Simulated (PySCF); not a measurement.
SMILES C[Si](C)(O[Si](C)C)C (C5H15OSi2), doublet at its GFN2-xTB optimised geometry (Å):

```
23

C     -0.9648     1.1161     0.0000
Si    -0.2580    -0.6559     0.0000
C      1.6499    -0.6559     0.0000
O     -0.7805    -1.4106     1.3516
Si    -0.8166    -1.7253     2.9523
C     -2.5774    -2.3296     3.3351
C      0.4823    -3.0681     3.3155
C     -0.4155    -0.1335     3.9214
H     -2.0490     1.1122     0.0501
H     -0.6726     1.6599    -0.8924
H     -0.5955     1.6652     0.8651
H      2.0490    -0.1696    -0.8841
H      2.0479    -1.6652     0.0356
H      2.0222    -0.1230     0.8742
H     -2.8269    -3.2069     2.7468
H     -3.3156    -1.5658     3.1111
H     -2.6824    -2.5933     4.3825
H      1.4867    -2.7189     3.0949
H      0.4606    -3.3694     4.3579
H      0.3056    -3.9537     2.7128
H     -0.4592    -0.2976     4.9935
H      0.5804     0.2322     3.6874
H     -1.1195     0.6585     3.6827
```

Computed with unrestricted CAM-B3LYP/def2-SVP in PySCF 2.14.0. Cells within 0.4 Å of a nucleus heavier than hydrogen are left out (blank, or x).

Map of the Laplacian of the electron density (e/bohr⁵), clipped to [-1.50, 1.50] on the plane z = 0.0 Å:

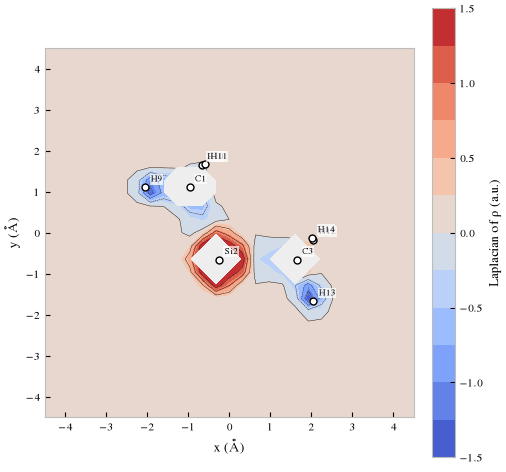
*Laplacian of the electron density (e/bohr⁵), clipped to [-1.50, 1.50] on the plane z = 0.0 Å.*
